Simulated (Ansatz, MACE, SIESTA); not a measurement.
# Random packing of 52AlCl3-48NaCl (mol %) (76 atoms): atom by atom

Calculated values (MACE MP-0b2 small, machine-learned interatomic potential MACE MP-0b2 small, trained on PBE(+U) plane-wave data; its forces lie 33 % r.m.s. from those of plane-wave PBE on this cell; published weights, no electronic structure; density 1.90 g/cm³) for the built cell with every atom moved at random.

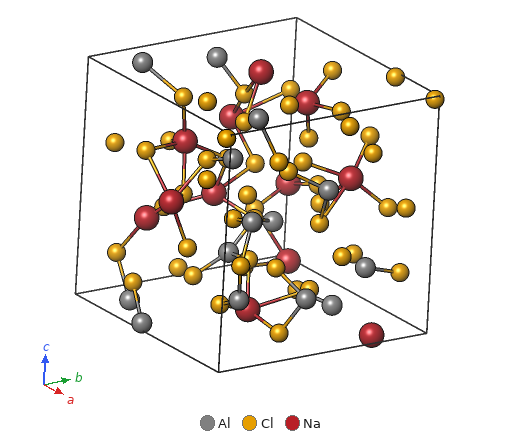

The structure (aluminium grey, chlorine orange, sodium red). Bonds to atoms that aren't drawn are left out. Some periodic images of atoms are drawn too.

Cell vectors (Å):

```
12.857 0.000 0.000
0.000 12.857 0.000
0.000 0.000 12.857
```

Positions (Å):

```
1 Al 8.473 9.992 0.544
2 Al 10.335 8.046 7.707
3 Al 1.705 6.815 12.265
4 Al 10.914 10.189 3.359
5 Al 4.763 5.998 2.845
6 Al 11.903 5.887 2.700
7 Al 8.708 3.135 9.684
8 Al 10.983 2.969 12.627
9 Al 11.131 2.261 2.967
10 Al 3.702 9.419 3.603
11 Al 1.949 2.011 12.852
12 Al 11.207 2.769 7.142
13 Al 5.673 0.181 0.274
14 Cl 7.238 5.508 3.343
15 Cl 10.566 0.275 9.636
16 Cl 6.759 5.565 6.678
17 Cl 5.584 5.969 10.179
18 Cl 0.467 1.610 8.093
19 Cl 4.501 10.803 8.152
20 Cl 4.158 3.411 6.236
21 Cl 1.616 11.556 9.711
22 Cl 2.738 8.470 0.989
23 Cl 4.654 7.564 4.383
24 Cl 2.088 9.274 6.234
25 Cl 4.371 12.146 11.556
26 Cl 3.595 6.456 7.476
27 Cl 9.010 12.782 12.629
28 Cl 6.924 2.627 12.272
29 Cl 12.465 12.853 12.548
30 Cl 8.371 9.973 11.026
31 Cl 10.426 4.962 4.041
32 Cl 10.939 5.014 0.665
33 Cl 9.067 8.505 5.425
34 Cl 8.451 6.668 11.926
35 Cl 3.827 0.802 1.775
36 Cl 0.562 4.958 7.674
37 Cl 6.267 9.319 0.766
38 Cl 0.663 1.951 2.147
39 Cl 9.044 12.733 5.574
40 Cl 2.765 7.893 10.452
41 Cl 6.635 3.015 8.980
42 Cl 7.346 12.581 8.920
43 Cl 1.470 5.263 1.052
44 Cl 0.926 10.228 3.250
45 Cl 9.122 3.072 6.586
46 Cl 9.162 2.495 2.051
47 Cl 6.995 12.197 2.478
48 Cl 10.859 12.401 2.707
49 Cl 12.397 11.469 6.856
50 Cl 3.790 1.204 8.836
51 Cl 9.594 7.726 2.144
52 Cl 12.364 7.671 4.844
53 Cl 11.633 3.924 10.340
54 Cl 12.601 7.541 11.996
55 Cl 3.250 12.440 4.948
56 Cl 0.881 4.580 4.268
57 Cl 11.492 9.869 9.794
58 Cl 7.149 8.632 8.092
59 Cl 11.793 1.786 5.115
60 Cl 6.693 2.042 4.376
61 Cl 9.511 6.065 8.780
62 Cl 4.494 4.058 1.808
63 Cl 3.798 3.347 11.379
64 Cl 6.297 10.432 5.281
65 Na 5.129 7.157 12.542
66 Na 3.265 3.981 8.704
67 Na 5.332 9.989 10.481
68 Na 6.343 1.132 6.906
69 Na 2.371 6.602 5.160
70 Na 0.740 8.610 8.434
71 Na 2.467 2.417 4.542
72 Na 12.156 9.921 0.159
73 Na 2.279 11.515 0.645
74 Na 8.369 4.816 1.135
75 Na 8.335 10.828 7.238
76 Na 0.348 12.640 4.046
```

**Question.** What force acts on each atom?

Columns: atom, fx, fy, fz (forces in eV/Å).

```
1 -0.426 0.717 -2.174
2 -1.974 -1.171 0.091
3 0.770 0.964 0.123
4 -0.252 -0.573 1.040
5 2.046 -2.032 -0.531
6 0.397 0.695 1.948
7 -0.944 -0.712 -0.226
8 0.427 -1.116 -1.786
9 -0.361 0.422 -0.289
10 -0.244 1.669 1.411
11 0.622 0.733 -0.827
12 2.066 -0.888 1.515
13 1.321 0.783 1.559
14 -1.834 0.735 -0.151
15 -0.534 1.237 -0.300
16 -0.530 0.261 -0.103
17 -0.219 0.228 0.407
18 -1.992 1.026 -0.935
19 -0.207 0.248 0.029
20 0.342 0.191 -0.250
21 0.408 -0.208 0.061
22 -0.245 -0.264 -0.673
23 0.774 -0.039 0.843
24 0.587 -0.248 -0.696
25 0.285 0.433 0.824
26 0.165 -0.138 -0.065
27 -0.561 -1.193 0.499
28 -0.163 -1.056 0.596
29 1.123 -0.009 0.198
30 -0.144 -0.177 2.143
31 -0.012 -0.634 -0.169
32 0.509 0.832 0.229
33 1.483 0.203 1.261
34 -0.401 -0.280 0.544
35 0.431 -0.365 -1.195
36 -0.823 -0.326 0.033
37 0.157 0.156 0.303
38 -0.193 0.021 0.394
39 0.043 -0.114 -0.246
40 -0.548 -1.019 1.392
41 1.347 0.182 0.249
42 0.009 -0.114 0.304
43 0.069 0.552 -0.884
44 -0.031 0.053 -1.199
45 0.815 0.401 0.701
46 0.725 -0.633 0.402
47 -0.996 0.213 -1.883
48 0.171 -0.265 0.074
49 -0.218 -0.221 -0.460
50 -0.088 -0.264 -0.267
51 0.739 0.893 -0.285
52 -0.316 -0.273 -1.269
53 -0.709 -0.705 1.393
54 -0.341 -0.064 0.006
55 -0.654 0.096 -0.759
56 -0.302 0.317 -0.946
57 -0.281 -0.992 -0.679
58 0.308 0.017 0.229
59 0.200 0.120 -0.599
60 -0.057 -0.019 0.079
61 1.074 1.882 -1.177
62 -0.169 0.999 0.566
63 -1.623 -0.561 1.153
64 -0.998 -0.418 -0.499
65 0.458 -0.437 -0.710
66 -0.216 0.147 -0.058
67 0.618 -0.323 -0.485
68 -0.447 -0.068 -0.187
69 -1.112 -0.210 0.864
70 0.547 0.373 -0.100
71 0.426 -0.233 0.218
72 -0.207 0.471 -0.626
73 -0.104 -0.163 -0.122
74 -0.805 0.454 -0.520
75 -0.014 0.289 -0.302
76 0.833 -0.491 0.947
```

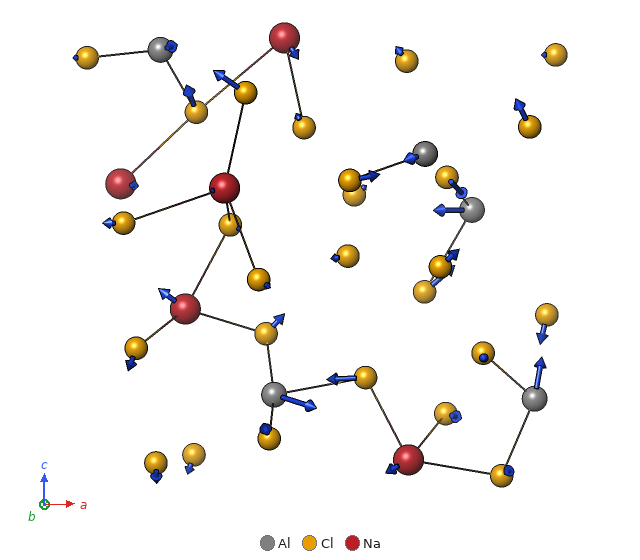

The forces as arrows, the longest 2.93 eV/Å. Drawn is a slice 6 Å thick, seen along the normal of the ac plane. Bonds to atoms that aren't drawn are left out.

The r.m.s. force component is 0.767 eV/Å; the longest force, 2.93 eV/Å, acts on Al5.

[Logs are printed without paths, hosts, clocks, repeated set-up lines and the standing remarks that a program may print on its own settings, such as how far it seeks lower states.]

[Hosts, paths, dates, database ids (printed as entryN), source tags and the programs' standing remarks are cut or masked in the printed files.]
